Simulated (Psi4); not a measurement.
**[OF2]+ (SMILES F[O+]F) at UB3LYP/6-31G(d) (spherical functions)**

What is the vertical doublet–quartet gap of [OF2]+ at UB3LYP/6-31G* (spherical functions)? 

Program for the calculation: Psi4 1.11.

1 further run of the same task is left out (it didn't finish).

**1. The molecule**

The species is [OF2]+ (3 atoms), meant as a doublet with charge +1. As SMILES, `F[O+]F`. The shape is that of a PBE0-D4/def2-TZVP optimisation.

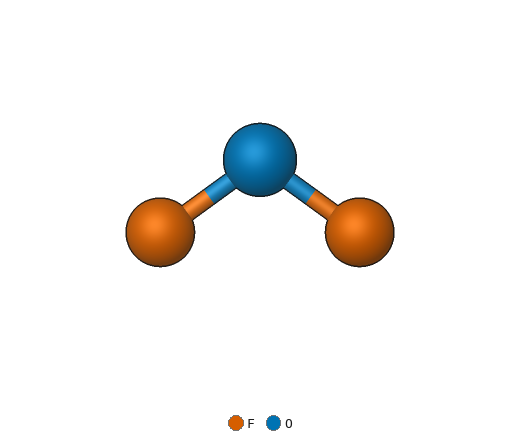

Viewed from a chosen angle; fluorine orange, oxygen blue.

**2. A single-point energy at UB3LYP/6-31G(d) (spherical functions)**

File f2o.in:

```
memory 2200 MB

molecule {
  1 2
  F      1.73892598    -0.58394427     0.89461524
  O      0.00120942     0.95470854     0.10520105
  F     -1.74013540    -0.37074537    -0.99983520
  units au
  symmetry c1
}

set basis 6-31G*
set reference uks
set puream true
set e_convergence 1e-09
set d_convergence 1e-08
set scf_type pk
set dft_radial_points 99
set dft_spherical_points 590
set maxiter 100

E, wfn = energy("b3lyp", return_wfn=True)
oeprop(wfn, "LOWDIN_CHARGES", "WIBERG_LOWDIN_INDICES", "DIPOLE", title="B3LYP")
```

The run is started by

```bash
$ psi4 -n 1 f2o.in f2o.out
```

f2o.out:

```text
[...]
  Running in c1 symmetry.
[...]
  Nuclear repulsion =   79.155290790406781
[...]
  Multiplicity = 2
[...]
  Nalpha       = 13
  Nbeta        = 12
[...]
    Number of basis functions: 42
[...]
   @UKS iter   1:  -274.07980170898639    4.52046e-01   1.20586e-02 DIIS/ADIIS
[...]
   @UKS iter  13:  -274.17485032835839   -3.97904e-13   6.95143e-09 DIIS
[...]
   @S^2 Observed:                7.526565090E-01
[...]
    Orbital Energies [Eh]
    ---------------------
    Alpha Occupied:
       1A    -25.214970     2A    -25.214948     3A    -19.867090
       4A     -1.851023     5A     -1.681708     6A     -1.347589
       7A     -1.065144     8A     -1.032268     9A     -1.012836
      10A     -0.882579    11A     -0.840077    12A     -0.837582
      13A     -0.770284
    Alpha Virtual:
      14A     -0.436522    15A     -0.386406    16A      0.391077
      17A      0.427002    18A      0.430017    19A      0.556016
      20A      0.700787    21A      0.787980    22A      0.819384
      23A      0.821022    24A      0.837653    25A      0.950141
[...]
  @UKS Final Energy:  -274.17485032835839
   => Energetics <=
    Nuclear Repulsion Energy =             79.1552907904067808
    One-Electron Energy =                -527.7388041528554368
    Two-Electron Energy =                 197.7568813130827152
    DFT Exchange-Correlation Energy =     -23.3482182789924231
    Empirical Dispersion Energy =           0.0000000000000000
    VV10 Nonlocal Energy =                  0.0000000000000000
    Total Energy =                       -274.1748503283583887
[...]
 Multipole Moments:
 ------------------------------------------------------------------------------------
     Multipole            Electronic (a.u.)      Nuclear  (a.u.)        Total (a.u.)
 ------------------------------------------------------------------------------------
 L = 1.  Multiply by 2.5417464519 to convert [e a0] to [Debye]
 Dipole X            :         -0.0130766            0.0231422            0.0100656
 Dipole Y            :         -0.2417216            0.4280823            0.1863606
 Dipole Z            :          0.0000000            0.0000000            0.0000000
 Magnitude           :                                                    0.1866323
[...]
```

Run time: 5.1 s. Hardware: 1 thread of Intel Xeon 6975P-C (Granite Rapids), shared host; peak memory 0.4 GiB.

**3. The quartet at the same level**

File input.inp:

```
memory 2200 MB

molecule molecule1 {
  1 4
  F      0.920200    -0.309010     0.473410
  O      0.000640     0.505210     0.055670
  F     -0.920840    -0.196190    -0.529090
  symmetry c1
  no_reorient
  no_com
}

set reference uks
set puream true
set e_convergence 1e-09
set d_convergence 1e-08
set scf_type pk
set dft_radial_points 99
set dft_spherical_points 590
set maxiter 100

e_tot, wfn = energy("b3lyp/6-31G*", return_wfn=True)
oeprop(wfn, "QUADRUPOLE", "MAYER_INDICES", "DIPOLE")
```

The run is started by

```bash
$ psi4 -i input.inp -o input.out -n 1
```

input.out:

```text
[...]
  Running in c1 symmetry.
[...]
  Nuclear repulsion =   79.155290775448890
[...]
  Multiplicity = 4
[...]
  Nalpha       = 14
  Nbeta        = 11
[...]
    Number of basis functions: 42
[...]
   @UKS iter   1:  -273.86558219058554    6.66265e-01   7.32590e-03 DIIS/ADIIS
[...]
   @UKS iter  15:  -273.90562312283782   -1.19371e-12   9.46489e-09 DIIS
[...]
   @S^2 Observed:                3.764378358E+00
[...]
    Orbital Energies [Eh]
    ---------------------
    Alpha Occupied:
       1A    -25.202734     2A    -25.202708     3A    -19.791648
       4A     -1.840032     5A     -1.689854     6A     -1.363535
       7A     -1.080113     8A     -1.036530     9A     -1.016410
      10A     -0.883325    11A     -0.878341    12A     -0.863507
      13A     -0.762542    14A     -0.541160
    Alpha Virtual:
      15A     -0.398777    16A      0.389903    17A      0.412248
      18A      0.439459    19A      0.558514    20A      0.694448
      21A      0.795173    22A      0.804660    23A      0.824428
      24A      0.824867    25A      0.939139    26A      1.043599
[...]
  @UKS Final Energy:  -273.90562312283782
   => Energetics <=
    Nuclear Repulsion Energy =             79.1552907754488899
    One-Electron Energy =                -528.0173889750508351
    Two-Electron Energy =                 198.3863895697155328
    DFT Exchange-Correlation Energy =     -23.4299144929513901
    Empirical Dispersion Energy =           0.0000000000000000
    VV10 Nonlocal Energy =                  0.0000000000000000
    Total Energy =                       -273.9056231228378238
[...]
 Multipole Moments:
 ------------------------------------------------------------------------------------
     Multipole            Electronic (a.u.)      Nuclear  (a.u.)        Total (a.u.)
 ------------------------------------------------------------------------------------
 L = 1.  Multiply by 2.5417464519 to convert [e a0] to [Debye]
 Dipole X            :          0.0013374           -0.0012094            0.0001280
 Dipole Y            :          1.1155250           -0.9545385            0.1609865
 Dipole Z            :          0.1230629           -0.1053711            0.0176917
 Magnitude           :                                                    0.1619558
 L = 2.  Multiply by 1.3450342976 to convert [e a0^2] to [Debye ang]
 Quadrupole XX       :        -62.0640045           54.4674249           -7.5965796
 Quadrupole XY       :          3.2194557           -3.3233613           -0.1039056
[...]
```

Wall time 4.8 s (1 thread of Intel Xeon 6975P-C (Granite Rapids), shared host); peak memory 0.4 GiB.

**4. Outcome**

Level: UB3LYP/6-31G* (spherical functions).

| quantity | value |
| --- | --- |
| doublet: total energy | -274.17485 Eh |
| doublet: HOMO energy (highest over α and β) | -20.96 eV |
| doublet: LUMO energy (lowest over α and β) | -16.35 eV |
| doublet: ⟨S²⟩ | 0.753 |
| quartet: total energy | -273.90562 Eh |
| quartet: HOMO energy (highest over α and β) | -14.73 eV |
| quartet: ⟨S²⟩ | 3.764 |
| vertical energy of the quartet above the doublet | 7.326 eV |

What this shows: At this shape the quartet lies 7.33 eV (707 kJ/mol) above the doublet.
